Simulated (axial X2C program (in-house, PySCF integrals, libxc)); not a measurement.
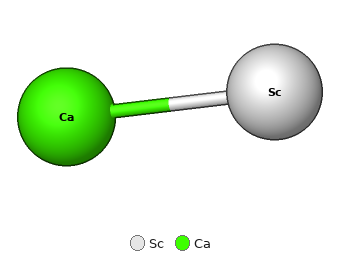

*The molecule at the reference distance of 3.027 Å.*

## Run report: ScCa, relativistic diatomic calculation

ScCa, single determinant with Ω = 3/2 (not the lowest found). Computed at this level: PBE0, two-component X2C with atomic mean-field Coulomb and Gaunt terms, Sc dyall-cv3z, Ca dyall-cv3z (cores contracted) (axial X2C program (in-house, PySCF integrals, libxc)).

## Input
```
{"zs": [21, 20], "q": 0, "bas": ["dyall-cv3z", "dyall-cv3z"], "levels": ["PBE0", "HF", "LDA"], "cc": true, "r0": 3.19, "thr": -1.0, "nmax": 90, "npts": 10, "nst": 2, "ntry": 6}
```

The line is the task of a batch: nuclear charges, charge, bases, the levels to run, a first guess of the distance and further settings. This report covers PBE0 with spin-orbit coupling. The log is that of the reference distance 3.027 Å.

Hardware: 1 thread of Intel Xeon @ 2.60GHz (Ice Lake), 24 GiB of memory available, shared host.

The run was one of a batch that the task file lists, launched with:
```bash
python <driver script> task.json out
```

## Output
```
two-component X2C + atomic mean field  PBE0
basis functions 236  fitting functions 1028  grid points 5807
iter        total energy     max residual
   1      -1442.285076933     4.22e+00
   2      -1443.241687102     2.77e+00
   3      -1443.786943569     3.01e-01
   4      -1443.955307260     4.23e-01
   5      -1443.970033070     2.67e-01
   6      -1443.999474577     1.14e-01
   7      -1444.003332881     1.02e-01
   8      -1444.006225007     3.63e-02
   9      -1444.006239933     4.95e-02
  10      -1444.006429780     3.05e-03
  11      -1444.006452154     1.78e-03
  12      -1444.006467089     2.84e-03
  13      -1444.006473222     9.47e-04
  14      -1444.006476692     1.12e-03
  15      -1444.006477995     5.83e-04
  16      -1444.006478558     2.74e-04
  17      -1444.006478937     4.36e-04
  18      -1444.006479147     2.70e-04
  19      -1444.006479219     1.04e-04
  20      -1444.006479248     1.04e-04
  21      -1444.006479264     7.34e-05
  22      -1444.006479270     1.76e-05
converged
one-electron -2123.90664596  Coulomb 682.03135201  exact exchange -18.45368242  xc functional -56.80171419  nuclear repulsion 73.42399359  atomic mean-field constant -0.29978229
```

## The points of the curve

```
R (Å)   E (hartree)  dipole (D; origin at the first atom, positive when the second is positive)  highest filled (eV)  lowest empty (eV)
2.845  −1444.003691                                                                        0.12                −3.54              −1.84
2.936  −1444.005589                                                                        0.08                −3.57              −1.87
3.027  −1444.006479                                                                        0.04                −3.61              −1.89
3.133  −1444.006499                                                                        0.00                −3.64              −1.91
3.239  −1444.005677                                                                       −0.04                −3.62              −1.93
3.375  −1444.003748                                                                       −0.08                −3.50              −1.95
```

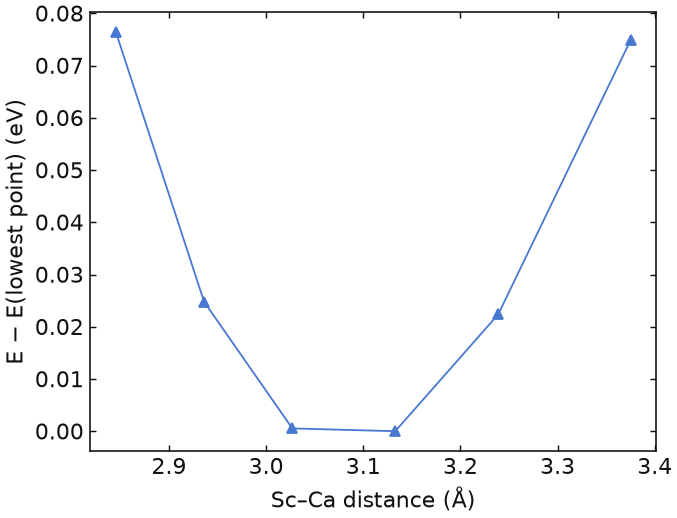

*Energy at 6 bond lengths, for one set of occupations held fixed; the line joins the points.*

A polynomial of degree 4 through 6 points gives rₑ = 3.081 Å, ωₑ = 173.5 cm⁻¹, ωₑxₑ = 0.78 cm⁻¹ and Bₑ = 0.08395 cm⁻¹. The minimum lies 0.15 eV below Sc + Ca, each computed as one determinant at the same level.

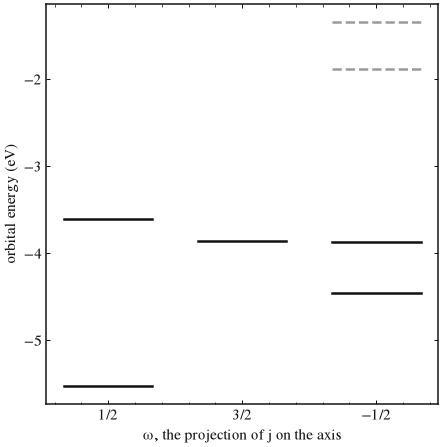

*Orbital energies near the frontier at 3.03 Å, filled (solid) and empty (dashed).*

The highest filled spinor (1/2; 28 % Sc p, 27 % Ca p) lies at −3.61 eV, the lowest empty one (−1/2; 31 % Ca p, 25 % Sc p) at −1.89 eV.

## Key numbers

- outcome: converged
- bond length rₑ: 3.081 Å
- ωₑ: 173.5 cm⁻¹
- energy at the minimum: −1444.00661 hartree
- depth below the fragments: 0.15 eV
- wall time: 16 s
- peak memory: 0.61 GiB

## Remarks

To bear in mind: 6 of the 10 points asked for were kept.
